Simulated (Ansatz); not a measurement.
# Ge₂H₃ (doublet): B2PLYP, RPA-PBE over a scan of the distance Ge1–H3, cc-pVDZ, part 2 of 2

Ansatz 0.2.0, Gaussian basis; cc-pVDZ, all electrons in the functionals, frozen cores in the correlation of double hybrids and RPA. Earlier steps stand in the parts before.

## (13) RPA-PBE, 1.225 Å

in.yaml reads:

```yaml
crystal:
  periodic: [false, false, false]
  atoms:
    - {symbol: Ge, position_ang: [0.000000, 0.014895, 1.182614]}
    - {symbol: Ge, position_ang: [0.000000, -0.032628, -1.221987]}
    - {symbol: H, position_ang: [0.000000, 0.969265, 1.950601]}
    - {symbol: H, position_ang: [0.000000, -1.253531, 2.069990]}
    - {symbol: H, position_ang: [0.000000, 1.562234, -1.183086]}
basis:
  gaussian: {orbitals: cc-pVDZ}
magnetization: {spin_polarized: true, initial_magnetization: 1}
hamiltonian: {xc: {name: PBE}}
correlation: {method: rpa, electrons: outside_noble_gas}
```

Run with:

```sh
$ ansatz run in.yaml --threads 1 --pin off --events-out ev --progress --plain --max-ram 2393MiB
```

Output, cut to the lines that bear on the results:

```text
Functional definition: PBE
  name "PBE"
  cite "Perdew, Burke & Ernzerhof, Phys. Rev. Lett. 77, 3865 (1996) doi:10.1103/PhysRevLett.77.3865"
  parent pbe
[...]
784 factors; integrals over basis functions are off by at most 1.2e-3 eV
[...]
mean field -113063.21376901 eV, -4154.9964690123 hartree, gradient 2.5e-6 eV, S^2 0.752411; 6 other end points of the search recorded, 0 dependent functions left out
28 core orbitals not correlated: weight in the atoms' cores, before any rotation towards them, 0.995 or more for the frozen orbitals, at most 0.002 for the correlated occupied ones
reference -112989.04095680 eV, -4152.2706684398 hartree; 6, 5 occupied and 35, 36 virtual orbitals, 784 factors
Total energy: -112998.21759766 eV, -4152.6079037713 hartree
```

Run time: 6.5 s. Hardware: 1 thread of AMD EPYC 9R14, shared host.

From the report: ⟨S²⟩ of the determinant 0.752 (pure doublet: 0.75).

## (14) RPA-PBE, 1.416 Å

in.yaml reads:

```yaml
crystal:
  periodic: [false, false, false]
  atoms:
    - {symbol: Ge, position_ang: [0.000000, 0.013884, 1.181800]}
    - {symbol: Ge, position_ang: [0.000000, -0.033639, -1.222801]}
    - {symbol: H, position_ang: [0.000000, 1.117057, 2.069530]}
    - {symbol: H, position_ang: [0.000000, -1.254542, 2.069176]}
    - {symbol: H, position_ang: [0.000000, 1.561223, -1.183900]}
basis:
  gaussian: {orbitals: cc-pVDZ}
magnetization: {spin_polarized: true, initial_magnetization: 1}
hamiltonian: {xc: {name: PBE}}
correlation: {method: rpa, electrons: outside_noble_gas}
```

The command is unchanged.

Output, cut to the lines that bear on the results:

```text
Functional definition: PBE
  name "PBE"
  cite "Perdew, Burke & Ernzerhof, Phys. Rev. Lett. 77, 3865 (1996) doi:10.1103/PhysRevLett.77.3865"
  parent pbe
[...]
785 factors; integrals over basis functions are off by at most 1.2e-3 eV
[...]
mean field -113064.48227739 eV, -4155.0430858353 hartree, gradient 3.7e-6 eV, S^2 0.752413; 6 other end points of the search recorded, 0 dependent functions left out
28 core orbitals not correlated: weight in the atoms' cores, before any rotation towards them, 0.998 or more for the frozen orbitals, at most 0.001 for the correlated occupied ones
reference -112990.28226234 eV, -4152.3162855771 hartree; 6, 5 occupied and 35, 36 virtual orbitals, 785 factors
Total energy: -112999.52810323 eV, -4152.6560639625 hartree
```

Run time: 6.5 s. Hardware: 1 thread of AMD EPYC 9R14, shared host.

From the report: ⟨S²⟩ of the determinant 0.752 (pure doublet: 0.75).

## (15) RPA-PBE, 1.548 Å

in.yaml reads:

```yaml
crystal:
  periodic: [false, false, false]
  atoms:
    - {symbol: Ge, position_ang: [0.000000, 0.013184, 1.181237]}
    - {symbol: Ge, position_ang: [0.000000, -0.034339, -1.223364]}
    - {symbol: H, position_ang: [0.000000, 1.219299, 2.151804]}
    - {symbol: H, position_ang: [0.000000, -1.255242, 2.068613]}
    - {symbol: H, position_ang: [0.000000, 1.560523, -1.184463]}
basis:
  gaussian: {orbitals: cc-pVDZ}
magnetization: {spin_polarized: true, initial_magnetization: 1}
hamiltonian: {xc: {name: PBE}}
correlation: {method: rpa, electrons: outside_noble_gas}
```

The command is unchanged.

Output, cut to the lines that bear on the results:

```text
Functional definition: PBE
  name "PBE"
  cite "Perdew, Burke & Ernzerhof, Phys. Rev. Lett. 77, 3865 (1996) doi:10.1103/PhysRevLett.77.3865"
  parent pbe
[...]
785 factors; integrals over basis functions are off by at most 1.2e-3 eV
[...]
mean field -113064.69412902 eV, -4155.0508712391 hartree, gradient 5.1e-6 eV, S^2 0.752426; 4 other end points of the search recorded, 0 dependent functions left out
28 core orbitals not correlated: weight in the atoms' cores, before any rotation towards them, 0.998 or more for the frozen orbitals, at most 0.001 for the correlated occupied ones
reference -112990.42792539 eV, -4152.3216385952 hartree; 6, 5 occupied and 35, 36 virtual orbitals, 785 factors
Total energy: -112999.73819604 eV, -4152.6637847311 hartree
```

Run time: 6 s. Hardware: 1 thread of AMD EPYC 9R14, shared host.

From the report: ⟨S²⟩ of the determinant 0.752 (pure doublet: 0.75).

## (16) RPA-PBE, 1.683 Å

in.yaml reads:

```yaml
crystal:
  periodic: [false, false, false]
  atoms:
    - {symbol: Ge, position_ang: [0.000000, 0.012470, 1.180663]}
    - {symbol: Ge, position_ang: [0.000000, -0.035053, -1.223938]}
    - {symbol: H, position_ang: [0.000000, 1.323657, 2.235782]}
    - {symbol: H, position_ang: [0.000000, -1.255956, 2.068039]}
    - {symbol: H, position_ang: [0.000000, 1.559809, -1.185037]}
basis:
  gaussian: {orbitals: cc-pVDZ}
magnetization: {spin_polarized: true, initial_magnetization: 1}
hamiltonian: {xc: {name: PBE}}
correlation: {method: rpa, electrons: outside_noble_gas}
```

Same command.

Output, cut to the lines that bear on the results:

```text
Functional definition: PBE
  name "PBE"
  cite "Perdew, Burke & Ernzerhof, Phys. Rev. Lett. 77, 3865 (1996) doi:10.1103/PhysRevLett.77.3865"
  parent pbe
[...]
786 factors; integrals over basis functions are off by at most 1.2e-3 eV
[...]
mean field -113064.61884396 eV, -4155.0481045642 hartree, gradient 9.0e-6 eV, S^2 0.752464; 4 other end points of the search recorded, 0 dependent functions left out
28 core orbitals not correlated: weight in the atoms' cores, before any rotation towards them, 0.999 or more for the frozen orbitals, at most 0.001 for the correlated occupied ones
reference -112990.26017212 eV, -4152.3154737764 hartree; 6, 5 occupied and 35, 36 virtual orbitals, 786 factors
Total energy: -112999.64720231 eV, -4152.6604407730 hartree
```

Wall time 6 s (1 thread of AMD EPYC 9R14, shared host).

From the report: ⟨S²⟩ of the determinant 0.752 (pure doublet: 0.75).

From 1.548 Å: +2.1 kcal/mol.

## (17) RPA-PBE, 1.897 Å

in.yaml reads:

```yaml
crystal:
  periodic: [false, false, false]
  atoms:
    - {symbol: Ge, position_ang: [0.000000, 0.011337, 1.179751]}
    - {symbol: Ge, position_ang: [0.000000, -0.036186, -1.224850]}
    - {symbol: H, position_ang: [0.000000, 1.489247, 2.369033]}
    - {symbol: H, position_ang: [0.000000, -1.257089, 2.067127]}
    - {symbol: H, position_ang: [0.000000, 1.558676, -1.185949]}
basis:
  gaussian: {orbitals: cc-pVDZ}
magnetization: {spin_polarized: true, initial_magnetization: 1}
hamiltonian: {xc: {name: PBE}}
correlation: {method: rpa, electrons: outside_noble_gas}
```

The command is unchanged.

Output, cut to the lines that bear on the results:

```text
Functional definition: PBE
  name "PBE"
  cite "Perdew, Burke & Ernzerhof, Phys. Rev. Lett. 77, 3865 (1996) doi:10.1103/PhysRevLett.77.3865"
  parent pbe
[...]
786 factors; integrals over basis functions are off by at most 1.2e-3 eV
[...]
mean field -113064.20481522 eV, -4155.0328892887 hartree, gradient 4.8e-6 eV, S^2 0.752651; 4 other end points of the search recorded, 0 dependent functions left out
28 core orbitals not correlated: weight in the atoms' cores, before any rotation towards them, 0.999 or more for the frozen orbitals, at most 0.001 for the correlated occupied ones
reference -112989.66554909 eV, -4152.2936217831 hartree; 6, 5 occupied and 35, 36 virtual orbitals, 786 factors
Total energy: -112999.19648880 eV, -4152.6438773570 hartree
```

It took 6 s on 1 thread of AMD EPYC 9R14, shared host.

From the report: ⟨S²⟩ of the determinant 0.753 (pure doublet: 0.75).

From 1.548 Å: +12.5 kcal/mol.

## (18) RPA-PBE, 2.141 Å

in.yaml reads:

```yaml
crystal:
  periodic: [false, false, false]
  atoms:
    - {symbol: Ge, position_ang: [0.000000, 0.010045, 1.178711]}
    - {symbol: Ge, position_ang: [0.000000, -0.037478, -1.225890]}
    - {symbol: H, position_ang: [0.000000, 1.678050, 2.520963]}
    - {symbol: H, position_ang: [0.000000, -1.258381, 2.066087]}
    - {symbol: H, position_ang: [0.000000, 1.557384, -1.186989]}
basis:
  gaussian: {orbitals: cc-pVDZ}
magnetization: {spin_polarized: true, initial_magnetization: 1}
hamiltonian: {xc: {name: PBE}}
correlation: {method: rpa, electrons: outside_noble_gas}
```

The command is unchanged.

Output, cut to the lines that bear on the results:

```text
Functional definition: PBE
  name "PBE"
  cite "Perdew, Burke & Ernzerhof, Phys. Rev. Lett. 77, 3865 (1996) doi:10.1103/PhysRevLett.77.3865"
  parent pbe
[...]
785 factors; integrals over basis functions are off by at most 1.2e-3 eV
[...]
mean field -113063.58538279 eV, -4155.0101255668 hartree, gradient 2.1e-6 eV, S^2 0.753500; 4 other end points of the search recorded, 0 dependent functions left out
28 core orbitals not correlated: weight in the atoms' cores, before any rotation towards them, 0.999 or more for the frozen orbitals, at most 0.001 for the correlated occupied ones
reference -112988.81256668 eV, -4152.2622752576 hartree; 6, 5 occupied and 35, 36 virtual orbitals, 785 factors
Total energy: -112998.54050505 eV, -4152.6197703988 hartree
```

Wall time 6 s (1 thread of AMD EPYC 9R14, shared host).

From the report: ⟨S²⟩ of the determinant 0.754 (pure doublet: 0.75).

From 1.548 Å: +27.6 kcal/mol.

## (19) RPA-PBE, 2.456 Å

in.yaml reads:

```yaml
crystal:
  periodic: [false, false, false]
  atoms:
    - {symbol: Ge, position_ang: [0.000000, 0.008377, 1.177369]}
    - {symbol: Ge, position_ang: [0.000000, -0.039146, -1.227232]}
    - {symbol: H, position_ang: [0.000000, 1.921791, 2.717103]}
    - {symbol: H, position_ang: [0.000000, -1.260049, 2.064745]}
    - {symbol: H, position_ang: [0.000000, 1.555716, -1.188331]}
basis:
  gaussian: {orbitals: cc-pVDZ}
magnetization: {spin_polarized: true, initial_magnetization: 1}
hamiltonian: {xc: {name: PBE}}
correlation: {method: rpa, electrons: outside_noble_gas}
```

Launched as before.

Output, cut to the lines that bear on the results:

```text
Functional definition: PBE
  name "PBE"
  cite "Perdew, Burke & Ernzerhof, Phys. Rev. Lett. 77, 3865 (1996) doi:10.1103/PhysRevLett.77.3865"
  parent pbe
[...]
785 factors; integrals over basis functions are off by at most 1.2e-3 eV
[...]
mean field -113062.80971041 eV, -4154.9816201328 hartree, gradient 8.1e-6 eV, S^2 0.763143; 5 other end points of the search recorded, 0 dependent functions left out
28 core orbitals not correlated: weight in the atoms' cores, before any rotation towards them, 0.999 or more for the frozen orbitals, at most 0.001 for the correlated occupied ones
reference -112987.73750037 eV, -4152.2227672993 hartree; 6, 5 occupied and 35, 36 virtual orbitals, 785 factors
Total energy: -112997.75184242 eV, -4152.5907875817 hartree
```

Wall time 6 s (1 thread of AMD EPYC 9R14, shared host).

From the report: ⟨S²⟩ of the determinant 0.763 (pure doublet: 0.75).

From 1.548 Å: +45.8 kcal/mol.

## (20) RPA-PBE, 2.857 Å

in.yaml reads:

```yaml
crystal:
  periodic: [false, false, false]
  atoms:
    - {symbol: Ge, position_ang: [0.000000, 0.006254, 1.175660]}
    - {symbol: Ge, position_ang: [0.000000, -0.041269, -1.228941]}
    - {symbol: H, position_ang: [0.000000, 2.232078, 2.966793]}
    - {symbol: H, position_ang: [0.000000, -1.262172, 2.063036]}
    - {symbol: H, position_ang: [0.000000, 1.553593, -1.190040]}
basis:
  gaussian: {orbitals: cc-pVDZ}
magnetization: {spin_polarized: true, initial_magnetization: 1}
hamiltonian: {xc: {name: PBE}}
correlation: {method: rpa, electrons: outside_noble_gas}
```

Same command.

Output, cut to the lines that bear on the results:

```text
Functional definition: PBE
  name "PBE"
  cite "Perdew, Burke & Ernzerhof, Phys. Rev. Lett. 77, 3865 (1996) doi:10.1103/PhysRevLett.77.3865"
  parent pbe
[...]
786 factors; integrals over basis functions are off by at most 1.2e-3 eV
[...]
mean field -113062.08895771 eV, -4154.9551329594 hartree, gradient 4.6e-6 eV, S^2 1.184169; 7 other end points of the search recorded, 0 dependent functions left out
28 core orbitals not correlated: weight in the atoms' cores, before any rotation towards them, 0.999 or more for the frozen orbitals, at most 0.001 for the correlated occupied ones
reference -112987.47929533 eV, -4152.2132784392 hartree; 6, 5 occupied and 35, 36 virtual orbitals, 786 factors
Total energy: -112996.98588872 eV, -4152.5626393027 hartree
```

Run time: 10 s. Hardware: 1 thread of AMD EPYC 9R14, shared host.

From the report: ⟨S²⟩ of the determinant 1.184 (pure doublet: 0.75).

From 1.548 Å: +63.5 kcal/mol.

## (21) RPA-PBE, 3.339 Å

in.yaml reads:

```yaml
crystal:
  periodic: [false, false, false]
  atoms:
    - {symbol: Ge, position_ang: [0.000000, 0.003702, 1.173607]}
    - {symbol: Ge, position_ang: [0.000000, -0.043821, -1.230994]}
    - {symbol: H, position_ang: [0.000000, 2.605041, 3.266918]}
    - {symbol: H, position_ang: [0.000000, -1.264724, 2.060983]}
    - {symbol: H, position_ang: [0.000000, 1.551041, -1.192093]}
basis:
  gaussian: {orbitals: cc-pVDZ}
magnetization: {spin_polarized: true, initial_magnetization: 1}
hamiltonian: {xc: {name: PBE}}
correlation: {method: rpa, electrons: outside_noble_gas}
```

Launched as before.

Output, cut to the lines that bear on the results:

```text
Functional definition: PBE
  name "PBE"
  cite "Perdew, Burke & Ernzerhof, Phys. Rev. Lett. 77, 3865 (1996) doi:10.1103/PhysRevLett.77.3865"
  parent pbe
[...]
786 factors; integrals over basis functions are off by at most 1.2e-3 eV
[...]
mean field -113061.76611123 eV, -4154.9432685702 hartree, gradient 9.8e-6 eV, S^2 1.618276; 10 other end points of the search recorded, 0 dependent functions left out
28 core orbitals not correlated: weight in the atoms' cores, before any rotation towards them, 0.999 or more for the frozen orbitals, at most 0.001 for the correlated occupied ones
reference -112987.86473650 eV, -4152.2274431410 hartree; 6, 5 occupied and 35, 36 virtual orbitals, 786 factors
Total energy: -112996.72811554 eV, -4152.5531663130 hartree
```

Wall time 16 s (1 thread of AMD EPYC 9R14, shared host).

From the report: ⟨S²⟩ of the determinant 1.618 (pure doublet: 0.75). The determinant is far from a pure spin state, so its energy mixes those of several spin states (harmless only where they are near-degenerate, as at dissociation).

From 1.548 Å: +69.4 kcal/mol.

## (22) RPA-PBE, 4.203 Å

in.yaml reads:

```yaml
crystal:
  periodic: [false, false, false]
  atoms:
    - {symbol: Ge, position_ang: [0.000000, -0.000873, 1.169925]}
    - {symbol: Ge, position_ang: [0.000000, -0.048396, -1.234676]}
    - {symbol: H, position_ang: [0.000000, 3.273589, 3.804902]}
    - {symbol: H, position_ang: [0.000000, -1.269299, 2.057301]}
    - {symbol: H, position_ang: [0.000000, 1.546466, -1.195775]}
basis:
  gaussian: {orbitals: cc-pVDZ}
magnetization: {spin_polarized: true, initial_magnetization: 1}
hamiltonian: {xc: {name: PBE}}
correlation: {method: rpa, electrons: outside_noble_gas}
```

Same command.

Output, cut to the lines that bear on the results:

```text
Functional definition: PBE
  name "PBE"
  cite "Perdew, Burke & Ernzerhof, Phys. Rev. Lett. 77, 3865 (1996) doi:10.1103/PhysRevLett.77.3865"
  parent pbe
[...]
787 factors; integrals over basis functions are off by at most 1.2e-3 eV
[...]
mean field -113061.66597939 eV, -4154.9395887928 hartree, gradient 1.7e-6 eV, S^2 1.744262; 8 other end points of the search recorded, 0 dependent functions left out
28 core orbitals not correlated: weight in the atoms' cores, before any rotation towards them, 0.999 or more for the frozen orbitals, at most 0.001 for the correlated occupied ones
reference -112987.95651329 eV, -4152.2308158759 hartree; 6, 5 occupied and 35, 36 virtual orbitals, 787 factors
Total energy: -112996.70755615 eV, -4152.5524107692 hartree
```

It took 14 s on 1 thread of AMD EPYC 9R14, shared host.

From the report: ⟨S²⟩ of the determinant 1.744 (pure doublet: 0.75). The determinant is far from a pure spin state, so its energy mixes those of several spin states (harmless only where they are near-degenerate, as at dissociation).

From 1.548 Å: +69.9 kcal/mol.

## (23) RPA-PBE, 5.378 Å

in.yaml reads:

```yaml
crystal:
  periodic: [false, false, false]
  atoms:
    - {symbol: Ge, position_ang: [0.000000, -0.007095, 1.164919]}
    - {symbol: Ge, position_ang: [0.000000, -0.054618, -1.239682]}
    - {symbol: H, position_ang: [0.000000, 4.182784, 4.536536]}
    - {symbol: H, position_ang: [0.000000, -1.275521, 2.052295]}
    - {symbol: H, position_ang: [0.000000, 1.540244, -1.200781]}
basis:
  gaussian: {orbitals: cc-pVDZ}
magnetization: {spin_polarized: true, initial_magnetization: 1}
hamiltonian: {xc: {name: PBE}}
correlation: {method: rpa, electrons: outside_noble_gas}
```

The command is unchanged.

Output, cut to the lines that bear on the results:

```text
Functional definition: PBE
  name "PBE"
  cite "Perdew, Burke & Ernzerhof, Phys. Rev. Lett. 77, 3865 (1996) doi:10.1103/PhysRevLett.77.3865"
  parent pbe
[...]
785 factors; integrals over basis functions are off by at most 1.2e-3 eV
[...]
mean field -113061.65296224 eV, -4154.9391104215 hartree, gradient 3.1e-6 eV, S^2 1.752640; 8 other end points of the search recorded, 0 dependent functions left out
28 core orbitals not correlated: weight in the atoms' cores, before any rotation towards them, 0.999 or more for the frozen orbitals, at most 0.001 for the correlated occupied ones
reference -112987.95954828 eV, -4152.2309274095 hartree; 6, 5 occupied and 35, 36 virtual orbitals, 785 factors
Total energy: -112996.70615017 eV, -4152.5523591005 hartree
```

Wall time 18 s (1 thread of AMD EPYC 9R14, shared host).

From the report: ⟨S²⟩ of the determinant 1.753 (pure doublet: 0.75). The determinant is far from a pure spin state, so its energy mixes those of several spin states (harmless only where they are near-degenerate, as at dissociation).

From 1.548 Å: +69.9 kcal/mol.

## (24) The comparison

The yardstick is UCCSDT(Q), where the cluster series has nearly closed. It comes from earlier runs at the same points. Energies in kcal/mol, counted from 1.548 Å; blanks weren't run or aren't comparable.

| level | 1.225 Å | 1.416 Å | 1.548 Å | 1.683 Å | 1.897 Å | 2.141 Å | 2.456 Å | 2.857 Å | 3.339 Å | 4.203 Å | 5.378 Å |
| --- | --- | --- | --- | --- | --- | --- | --- | --- | --- | --- | --- |
| UCCSDT(Q) | 34.2 | 4.5 | 0.0 | 2.4 | 13.1 | 28.3 |  |  |  |  |  |
| B2PLYP | 33.0 | 4.2 | 0.0 | 2.6 | 13.7 | 29.8 | 50.6 | 64.0 | 69.3 | 71.3 | 71.6 |
| RPA-PBE | 35.1 | 4.8 | 0.0 | 2.1 | 12.5 | 27.6 | 45.8 | 63.5 | 69.4 | 69.9 | 69.9 |

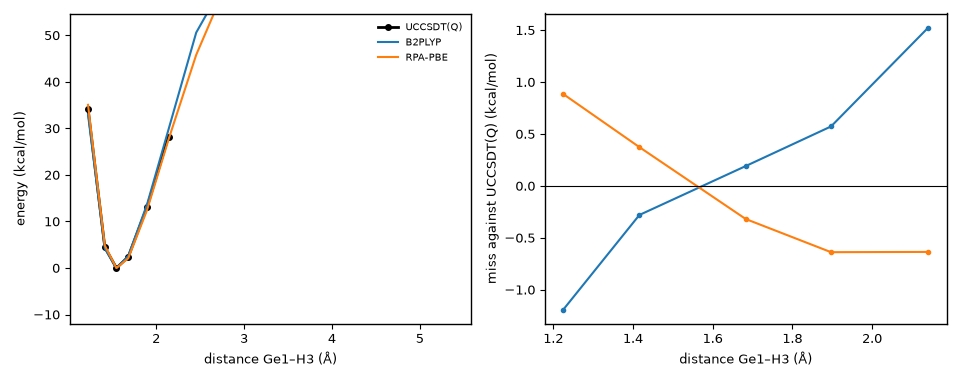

Left: the curves (the axis may cut off levels that run far away). Right: misses against UCCSDT(Q), in the same colours.

Largest miss and mean time a point (UCCSDT(Q) took 67 s a point; shared hosts):

| level | largest miss (kcal/mol) | where | time a point |
| --- | --- | --- | --- |
| B2PLYP | +1.5 | 2.141 Å | 13 s |
| RPA-PBE | +0.9 | 1.225 Å | 9.1 s |

## (25) Results

This closing draws on all 2 parts.

| quantity | value |
| --- | --- |
| span of the UCCSDT(Q) curve (points where it is known) | 34.2 kcal/mol |
| largest miss, B2PLYP | +1.5 kcal/mol (2.141 Å) |
| largest miss, RPA-PBE | +0.9 kcal/mol (1.225 Å) |

Misses are known at 5 of 10 points at best, and only functionals with that many are ranked. Of the functionals, RPA-PBE keep the smallest largest miss at the points compared (at most 0.9 kcal/mol) and B2PLYP strays most (1.5 kcal/mol, at 2.141 Å). B2PLYP, RPA-PBE clearly break the spin symmetry at some points (⟨S²⟩ up to 1.01 above the pure value), so energy there is bought with a mixed spin. Functionals and the yardstick converge differently with the basis, so part of each miss in cc-pVDZ is the basis.
